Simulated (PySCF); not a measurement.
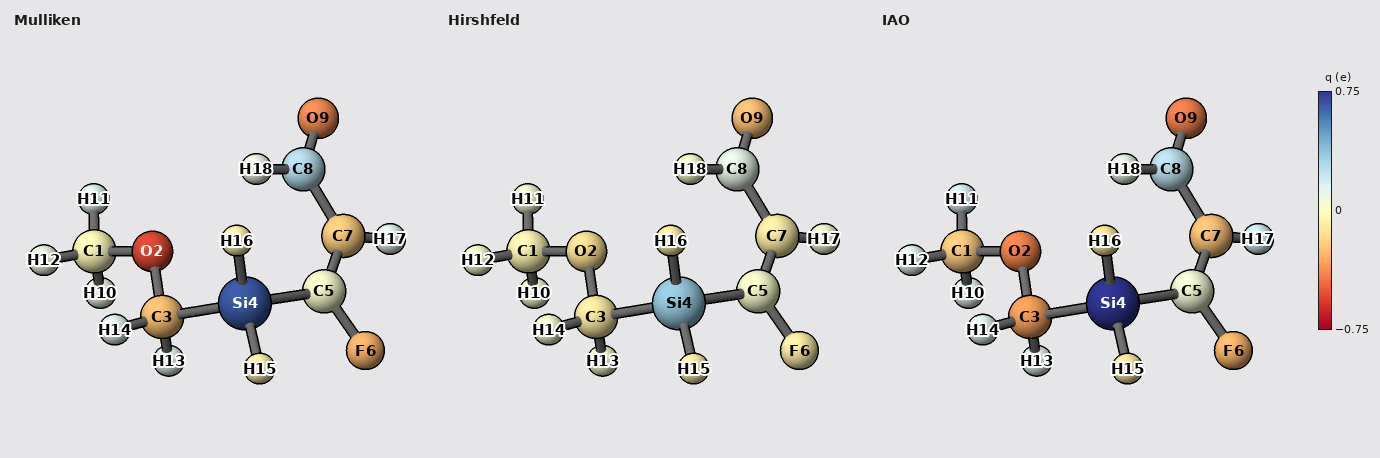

Atomic charges of one calculation by 3 schemes, on one colour scale. The geometry was computed by an optimisation with GFN2-xTB. No frequency run is at hand to confirm it as a minimum. Method: PBE0/pcSseg-1 (PySCF 2.14.0).

Question: Which scheme gives the most polar picture (largest mean size of the charges)?

Answer: The IAO charges are the largest in size here, and the Hirshfeld charges the smallest.

Question: On which atom do the schemes disagree most?

Answer: On O2 (from −0.54 to −0.13 e); Si4 (from 0.35 to 0.75 e).

List the charges (e), one line for each set of equivalent atoms.

| atom | Mulliken | Hirshfeld | IAO |
| --- | --- | --- | --- |
| C1 | −0.02 | −0.04 | −0.20 |
| O2 | −0.54 | −0.13 | −0.39 |
| C3 | −0.24 | −0.08 | −0.32 |
| Si4 | 0.66 | 0.35 | 0.75 |
| C5 | 0.03 | 0.02 | 0.06 |
| F6 | −0.27 | −0.08 | −0.26 |
| C7 | −0.20 | −0.08 | −0.23 |
| C8 | 0.26 | 0.11 | 0.25 |
| O9 | −0.37 | −0.24 | −0.40 |
| H10 | 0.09 | 0.04 | 0.12 |
| H11 | 0.13 | 0.06 | 0.16 |
| H12 | 0.09 | 0.04 | 0.12 |
| H13 | 0.13 | 0.04 | 0.13 |
| H14 | 0.12 | 0.04 | 0.13 |
| H15 | −0.06 | −0.07 | −0.10 |
| H16 | −0.04 | −0.06 | −0.10 |
| H17 | 0.13 | 0.06 | 0.18 |
| H18 | 0.10 | 0.03 | 0.10 |

The geometry is semi-empirical. Around Si such bond lengths and angles can be off by a tenth of an ångström or more and by several degrees, and values that hang on the shape move with them.
